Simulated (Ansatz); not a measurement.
## Electronic structure of CH₅Ga···PH₃ in real space

```csv
atom,x (Å),y (Å),z (Å)
Ga,-0.0228,0.1946,0.0163
H,-0.0780,0.2513,1.5851
H,1.3879,0.2555,-0.6807
C,-1.7090,0.0634,-0.9934
H,-2.3143,-0.7772,-0.6181
H,-2.3071,0.9782,-0.8452
H,-1.5436,-0.0740,-2.0719
P,0.1747,-3.0195,1.3529
H,-0.5670,-2.9804,0.1295
H,1.4377,-2.8833,0.6985
H,0.0290,-1.6178,1.5997
```

Theory: RKS PBE0-D4/def2-SVP (Ansatz 0.2.0).

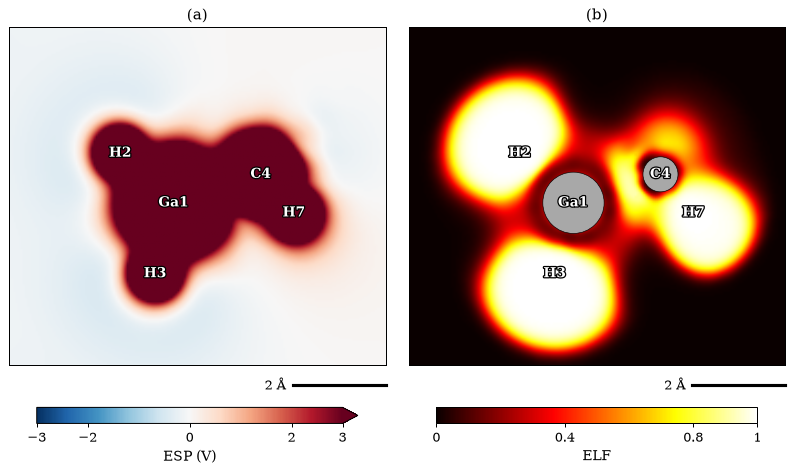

Figure 1. (a) electrostatic potential; (b) ELF on the plane of atoms H2, Ga1 and H3. Grey discs cover the atomic cores in the ELF map.

Q: What does the map show?

A: Atoms in the plane: Ga, H and C. C–Ga (1.97 Å): the ELF peaks at about 0.90 in the valence shell of C, 0.7 Å from its nucleus, and is about 0.60 at the midpoint. C–H (1.10 Å): the ELF climbs to about 1 towards the hydrogen, as it does in any bond to H: an ordinary covalent bond to hydrogen. Ga–H (1.57 Å): the ELF climbs to about 1 towards the hydrogen. Outside the dense part of the complex the potential is most negative (−0.4 V) near H3.

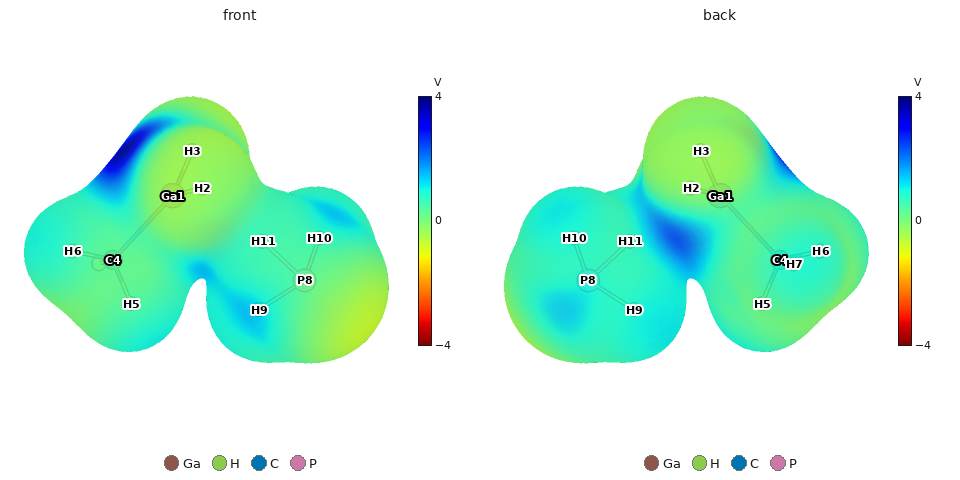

Figure 2. The electrostatic potential painted on the density surface at 0.004 e/bohr³, seen from the front and from behind; red is negative and blue positive.

Q: Where is the surface potential most negative and most positive?

A: The most negative region (about −0.8 V) lies over P8, the most positive (about +3.5 V) over Ga1.

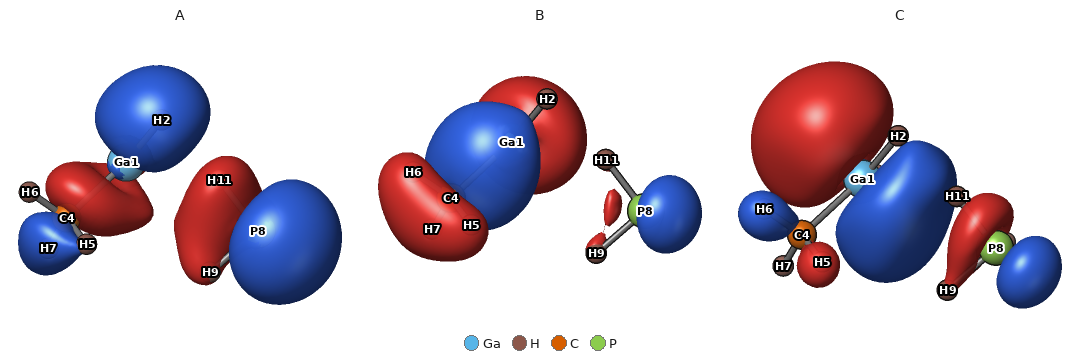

Figure 3. Three frontier orbitals at ±0.08 Å⁻³ᐟ² (blue and red are the two phases), in no order.

Q: Which picture is the HOMO−1, the HOMO and the LUMO?

A: B is the HOMO−1 (−8.09 eV). By Hirshfeld shares it lies mainly on C4 (about 30 %), Ga1 (about 30 %) and H3 (about 25 %). A is the HOMO (−7.75 eV). By Hirshfeld shares it lies mainly on P8 (about 40 %), H2 (about 20 %), Ga1 (about 20 %) and C4 (about 10 %). C is the LUMO (−1.12 eV). By Hirshfeld shares it lies mainly on Ga1 (about 65 %) and P8 (about 10 %).

Q: What is the HOMO–LUMO gap?

A: 6.63 eV between the orbital energies.
